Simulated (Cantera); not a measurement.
A closed system holds: 1 mol SiO2, 0.33 mol CH4, 0.4 mol N2, at 1 atm.

Cantera equilibrium calculation (NASA polynomials, part measured and part estimated; ideal gas, pure solids and liquids). Candidate condensed phases: C, C6H6, C7H8, C8H18, H2O, Si, SiC, SiO2, Si2N2O, Si3N4; 151 gas species. N2 is the only nitrogen source here; it is nearly inert below about 1500 K, so the nitride shown seldom forms there in practice. Mutual solubility and eutectic melting of coexisting phases are not modelled. The tables hold silica as quartz up to 1696 K and as liquid above; real silica turns to tridymite and cristobalite and melts near 1996 K. The numbers say what is thermodynamically allowed, not how fast it happens.

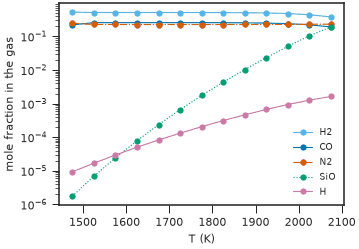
Fig. 1. Equilibrium gas composition (values under 1e-9 drawn at 1e-9)

At 1475 K the condensed part is C(graphite) + SiO2(β-quartz) + Si2N2O(s). From 1525 K to 1675 K the condensed part is SiO2(β-quartz) + Si2N2O(s). From 1725 K to 1975 K the condensed part is SiO2(condensed) + Si2N2O(s). At 2025 K the condensed part is SiO2(l) + Si2N2O(s). At 2075 K the condensed part is SiO2(l). The main Si-bearing gas is SiO throughout.
